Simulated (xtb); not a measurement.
Run report: HfNH2Br2Cl, calculation of the molecule and its ions

HfNH2Br2Cl, computed with GFN1-xTB (xtb 6.7.1).

The geometry was optimised with GFN1-xTB.

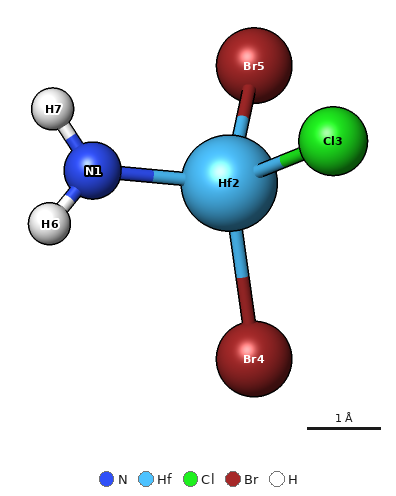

Figure 1. The structure (ball-and-stick view, seen at a tilt; atoms are numbered from 1 in the order of the input). Sticks mark near contacts.

Summary:

- outcome: converged
- electrons treated: 32
- total energy: −17.633409 hartree
- dispersion energy: −0.003504 hartree
- basis functions: 48
- hardware: 1 thread of Intel Xeon @ 2.70GHz, 189 GiB of memory available, shared host
- peak memory: 0.072 GiB

Notes:

Settings chosen away from the usual ones: method = gfn1-xtb; task = vipea; x = {"accuracy": 1}; geo = {"prev": "A"}.

The input (geom.xyz):
```
7
start
N     -0.56485000     0.70144600     0.91248300
Hf     0.31752600    -0.38929200    -0.48746700
Cl     1.98325300    -1.72115700     0.45247600
Br    -1.47713600    -1.86725400    -1.47883100
Br     1.39263000     1.22020600    -2.11361700
H     -1.41770000     0.47592300     1.41541300
H     -0.23371300     1.58013800     1.29954300
```

Launch command:
```bash
xtb --acc 1 --gfn 1 --vipea -- geom.xyz > xtb.out 2> xtb.err
```

Log:
```
* xtb version 6.7.1
   ID    Z sym.   atoms
    1    7 N      1
    2   72 Hf     2
    3   17 Cl     3
    4   35 Br     4, 5
    5    1 H      6, 7

           -------------------------------------------------
          |                Calculation Setup                |
           -------------------------------------------------

          program call               : xtb --acc 1 --gfn 1 --vipea -- geom.xyz
          coordinate file            : geom.xyz
          omp threads                :                     1

           -------------------------------------------------
          |                 G F N 1 - x T B                 |
           -------------------------------------------------

      * Hamiltonian:
        H0-scaling (s, p, d)           1.850000    2.250000    2.000000
        zeta-weighting                 0.000000
      * Dispersion:
        s8                             2.400000
        a1                             0.630000
        a2                             5.000000
        s9                             0.000000
      * Repulsion:
        kExp                           1.500000
        rExp                           1.000000
      * Coulomb:
        alpha                          2.000000
        third order                    atomic
        anisotropic                    false
      * Halogen bond correction:
        rad-scale                      1.300000
        damping                        0.440000

          ...................................................
          :                      SETUP                      :
          :.................................................:
          :  # basis functions                  48          :
          :  # atomic orbitals                  44          :
          :  # shells                           18          :
          :  # electrons                        32          :
          :  # halogen bonds                     3          :
          :  max. iterations                   250          :
          :  Hamiltonian                  GFN1-xTB          :
          :  restarted?                      false          :
          :  GBSA solvation                  false          :
          :  PC potential                    false          :
          :  electronic temp.          300.0000000     K    :
          :  accuracy                    1.0000000          :
          :  -> integral cutoff          0.2500000E+02      :
          :  -> integral neglect         0.1000000E-07      :
          :  -> SCF convergence          0.1000000E-05 Eh   :
          :  -> wf. convergence          0.2000000E-04 e    :
          :  Broyden damping             0.4000000          :
          :  net charge                          0          :
          :  unpaired electrons                  0          :
          ...................................................

 iter      E             dE          RMSdq      gap      omega  full diag
   1    -16.7175340 -0.167175E+02  0.238E+01    0.54       0.0  T
   2     36.6644571  0.533820E+02  0.431E+01    0.35       1.0  T
   3      8.1782350 -0.284862E+02  0.317E+01    0.01       1.0  T
   4    -16.9691576 -0.251474E+02  0.145E+01    3.50       1.0  T
   5    -17.0559838 -0.868263E-01  0.114E+01    6.48       1.0  T
   6    -17.0706031 -0.146192E-01  0.597E+00    1.00       1.0  T
   7    -17.0424886  0.281144E-01  0.102E+01    4.72       1.0  T
   8    -17.6683616 -0.625873E+00  0.269E+00    1.74       1.0  T
   9    -17.6793912 -0.110296E-01  0.255E+00    1.85       1.0  T
  10    -17.6921469 -0.127557E-01  0.242E+00    2.26       1.0  T
  11    -17.6825354  0.961151E-02  0.249E+00    3.05       1.0  T
  12    -17.6879453 -0.540995E-02  0.209E+00    2.97       1.0  T
  13    -17.6870588  0.886459E-03  0.176E+00    3.15       1.0  T
  14    -17.7068761 -0.198173E-01  0.101E+00    2.80       1.0  T
  15    -17.7105105 -0.363438E-02  0.488E-01    2.69       1.0  T
  16    -17.7116279 -0.111740E-02  0.117E-01    2.56       1.0  T
  17    -17.7117043 -0.763924E-04  0.662E-02    2.55       1.0  T
  18    -17.7117296 -0.253035E-04  0.468E-02    2.54       1.0  T
  19    -17.7117430 -0.134223E-04  0.365E-02    2.54       1.0  T
  20    -17.7117622 -0.192290E-04  0.152E-02    2.54       2.5  T
  21    -17.7117657 -0.351107E-05  0.801E-03    2.54       4.7  T
  22    -17.7117669 -0.112872E-05  0.202E-03    2.54      18.7  T
  23    -17.7117669 -0.352927E-07  0.889E-04    2.54      42.5  T
  24    -17.7117669 -0.568069E-08  0.458E-05    2.54     826.0  T
  25    -17.7117669 -0.185807E-10  0.223E-05    2.54    1693.9  T

   *** convergence criteria satisfied after 25 iterations ***

         #    Occupation            Energy/Eh            Energy/eV
      -------------------------------------------------------------
         1        2.0000           -0.9223137             -25.0974
       ...           ...                  ...                  ...
        10        2.0000           -0.4561183             -12.4116
        11        2.0000           -0.4412530             -12.0071
        12        2.0000           -0.4394429             -11.9578
        13        2.0000           -0.4355191             -11.8511
        14        2.0000           -0.4267708             -11.6130
        15        2.0000           -0.4265459             -11.6069
        16        2.0000           -0.4117146             -11.2033 (HOMO)
        17                         -0.3184755              -8.6662 (LUMO)
        18                         -0.3126750              -8.5083
        19                         -0.3029639              -8.2441
        20                         -0.2879494              -7.8355
        21                         -0.2752020              -7.4886
       ...                                ...                  ...
        44                          0.5616180              15.2824
      -------------------------------------------------------------
                  HL-Gap            0.0932391 Eh            2.5372 eV
             Fermi-level           -0.3650951 Eh           -9.9347 eV

 SCC (total)                   0 d,  0 h,  0 min,  0.034 sec
 SCC setup                      ...        0 min,  0.000 sec (  0.392%)
 Dispersion                     ...        0 min,  0.000 sec (  0.152%)
 classical contributions        ...        0 min,  0.000 sec (  0.074%)
 integral evaluation            ...        0 min,  0.007 sec ( 21.017%)
 iterations                     ...        0 min,  0.017 sec ( 49.059%)
 molecular gradient             ...        0 min,  0.010 sec ( 28.101%)
 printout                       ...        0 min,  0.000 sec (  1.007%)

         :::::::::::::::::::::::::::::::::::::::::::::::::::::
         ::                     SUMMARY                     ::
         :::::::::::::::::::::::::::::::::::::::::::::::::::::
         :: total energy             -17.633409360812 Eh    ::
         :: gradient norm              0.000020129797 Eh/a0 ::
         :: HOMO-LUMO gap              2.537165106437 eV    ::
         ::.................................................::
         :: SCC energy               -17.711766910615 Eh    ::
         :: -> electrostatic           0.115959706177 Eh    ::
         :: repulsion energy           0.081861559059 Eh    ::
         :: dispersion energy         -0.003504008867 Eh    ::
         :: halogen bond corr.        -0.000000000388 Eh    ::
         :: add. restraining           0.000000000000 Eh    ::
         :: total charge              -0.000000000000 e     ::
         :::::::::::::::::::::::::::::::::::::::::::::::::::::

           -------------------------------------------------
          |        vertical delta SCC IP calculation        |
           -------------------------------------------------

 iter      E             dE          RMSdq      gap      omega  full diag
   1    -17.1096500 -0.171096E+02  0.308E+00    2.54       0.0  T
   2    -17.0009807  0.108669E+00  0.407E+00    2.40       1.0  T
   3    -17.1460749 -0.145094E+00  0.244E+00    3.49       1.0  T
   4    -17.1195573  0.265176E-01  0.224E+00    3.05       1.0  T
   5    -17.1307396 -0.111823E-01  0.196E+00    2.67       1.0  T
   6    -17.0717588  0.589808E-01  0.307E+00    2.39       1.0  T
   7    -17.1367478 -0.649891E-01  0.191E+00    2.93       1.0  T
   8    -17.1455395 -0.879170E-02  0.171E+00    3.00       1.0  T
   9    -17.1628382 -0.172987E-01  0.122E+00    3.02       1.0  T
  10    -17.1711180 -0.827976E-02  0.946E-01    3.06       1.0  T
  11    -17.1819855 -0.108676E-01  0.318E-01    3.09       1.0  T
  12    -17.1831285 -0.114301E-02  0.136E-01    3.11       1.0  T
  13    -17.1800625  0.306602E-02  0.492E-01    3.09       1.0  T
  14    -17.1831215 -0.305900E-02  0.121E-01    3.11       1.0  T
  15    -17.1832260 -0.104484E-03  0.100E-01    3.11       1.0  T
  16    -17.1833204 -0.943971E-04  0.544E-02    3.11       1.0  T
  17    -17.1833603 -0.399222E-04  0.738E-03    3.11       5.1  T
  18    -17.1833612 -0.853957E-06  0.189E-03    3.11      20.0  T
  19    -17.1833612 -0.472080E-07  0.535E-04    3.11      70.7  T
  20    -17.1833612 -0.318366E-08  0.207E-04    3.11     182.8  T
  21    -17.1833612 -0.339746E-09  0.144E-04    3.11     261.6  T
  22    -17.1833612 -0.282949E-09  0.697E-06    3.11    5426.4  T
     SCC iter.                  ...        0 min,  0.010 sec
     gradient                   ...        0 min,  0.005 sec
------------------------------------------------------------------------
empirical IP shift (eV):    4.8455
delta SCC IP (eV):    9.5331
------------------------------------------------------------------------
           -------------------------------------------------
          |        vertical delta SCC EA calculation        |
           -------------------------------------------------

 iter      E             dE          RMSdq      gap      omega  full diag
   1    -17.8433692 -0.178434E+02  0.425E+00    0.14       0.0  T
   2    -17.8729684 -0.295992E-01  0.273E+00    0.11       1.0  T
   3    -17.9001166 -0.271482E-01  0.173E+00    0.14       1.0  T
   4    -17.9091531 -0.903651E-02  0.572E-01    0.13       1.0  T
   5    -17.9091696 -0.165430E-04  0.127E-01    0.13       1.0  T
   6    -17.9091982 -0.285359E-04  0.641E-02    0.13       1.0  T
   7    -17.9092165 -0.183802E-04  0.123E-02    0.13       3.1  T
   8    -17.9092165  0.594268E-08  0.303E-03    0.13      12.5  T
   9    -17.9092166 -0.531886E-07  0.621E-04    0.13      60.8  T
  10    -17.9092166 -0.460104E-08  0.405E-05    0.13     934.3  T
  11    -17.9092166 -0.607159E-11  0.277E-05    0.13    1363.0  T
     SCC iter.                  ...        0 min,  0.003 sec
     gradient                   ...        0 min,  0.005 sec
------------------------------------------------------------------------
empirical EA shift (eV):    4.8455
delta SCC EA (eV):    0.5274
------------------------------------------------------------------------
           -------------------------------------------------
          |                Property Printout                |
           -------------------------------------------------

    * Orbital Energies and Occupations

         #    Occupation            Energy/Eh            Energy/eV
      -------------------------------------------------------------
         1        2.0000           -0.7382101             -20.0877
       ...           ...                  ...                  ...
         5        2.0000           -0.3487865              -9.4910
         6        2.0000           -0.3450843              -9.3902
         7        2.0000           -0.3311214              -9.0103
         8        2.0000           -0.3297058              -8.9718
         9        2.0000           -0.2807548              -7.6397
        10        2.0000           -0.2412466              -6.5647
        11        2.0000           -0.2242163              -6.1012
        12        2.0000           -0.2229796              -6.0676
        13        2.0000           -0.2182115              -5.9378
        14        2.0000           -0.2105549              -5.7295
        15        2.0000           -0.2099482              -5.7130
        16        2.0000           -0.1978244              -5.3831
        17        0.9311           -0.0742863              -2.0214 (HOMO)
        18        0.0689           -0.0693378              -1.8868 (LUMO)
        19        0.0000           -0.0603962              -1.6435
        20                         -0.0469726              -1.2782
        21                         -0.0370767              -1.0089
        22                          0.0650177               1.7692
        23                          0.1141544               3.1063
        24                          0.1164729               3.1694
        25                          0.1353491               3.6830
        26                          0.1396800               3.8009
        27                          0.1400023               3.8097
        28                          0.1401458               3.8136
       ...                                ...                  ...
        44                          0.7908108              21.5191
      -------------------------------------------------------------
                  HL-Gap            0.0049484 Eh            0.1347 eV
             Fermi-level           -0.1039337 Eh           -2.8282 eV

  Mulliken/CM5 charges         n(s)   n(p)   n(d)
     1N    -0.77149 -1.40271   1.442  4.330  0.000
     2Hf    0.77636  1.26239   0.609  1.142  1.473
     3Cl   -0.64928 -0.74447   1.870  5.784 -0.005
     4Br   -0.34620 -0.40817   1.826  5.530 -0.010
     5Br   -0.34591 -0.40780   1.826  5.529 -0.010
     6H     0.16792  0.35009   0.832  0.000  0.000
     7H     0.16861  0.35068   0.831  0.000  0.000

Wiberg/Mayer (AO) data.
largest (>0.10) Wiberg bond orders for each atom

 ---------------------------------------------------------------------------
     #   Z sym  total        # sym  WBO       # sym  WBO       # sym  WBO
 ---------------------------------------------------------------------------
     1   7 N    2.776 --     6 H    0.920     7 H    0.920     2 Hf   0.886
     2  72 Hf   3.572 --     5 Br   1.013     4 Br   1.012     1 N    0.886
                             3 Cl   0.571
     3  17 Cl   0.631 --     2 Hf   0.571
     4  35 Br   1.095 --     2 Hf   1.012
     5  35 Br   1.095 --     2 Hf   1.013
     6   1 H    0.974 --     1 N    0.920
     7   1 H    0.974 --     1 N    0.920
 ---------------------------------------------------------------------------

Topologies differ in total number of bonds
Writing topology from bond orders to xtbtopo.mol

 dipole moment from electron density (au)
     X       Y       Z
  -1.4645   1.6642   1.5871  total (Debye):    6.930

           -------------------------------------------------
          | TOTAL ENERGY              -17.830859042592 Eh   |
          | GRADIENT NORM               0.037162001351 Eh/α |
          | HOMO-LUMO GAP               0.134653606983 eV   |
           -------------------------------------------------

------------------------------------------------------------------------
------------------------------------------------------------------------
 total:
 *  cpu-time:     0 d,  0 h,  0 min,  0.078 sec
 * ratio c/w:     0.964 speedup
 SCF:
 *  cpu-time:     0 d,  0 h,  0 min,  0.065 sec
 * ratio c/w:     0.959 speedup
```

Standard error:
```
normal termination of xtb
```
